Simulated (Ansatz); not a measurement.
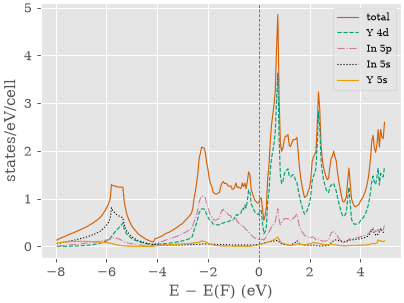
*Total and projected density of states of YIn (CsCl type, Pm-3m), plane-wave PAW PBEsol (Ansatz code)*

Which orbitals carry the states next to the Fermi level?

Within 0.5 eV of the Fermi level: Y 4d 70 %, In 5p 19 %. Projections are on Löwdin-orthogonalised atomic valence shells; empty p or d shells of many metals are not among them.

Where is the tallest occupied peak in this window, and what makes it?

Near -2.2 eV, about 2.1 states/eV per cell; the largest projected share is In 5p.

The workflow started from an entry of the Crystallography Open Database (COD). Whether it is the stable phase at ambient conditions was not checked. Symmetry was held in the PBEsol relaxation; of distortions, only those at the zone centre were tested. The run is not spin-polarised. Scalar-relativistic: spin–orbit coupling is off unless named, which matters more the heavier the elements.

Potentials: the later of the program's two PAW sets.
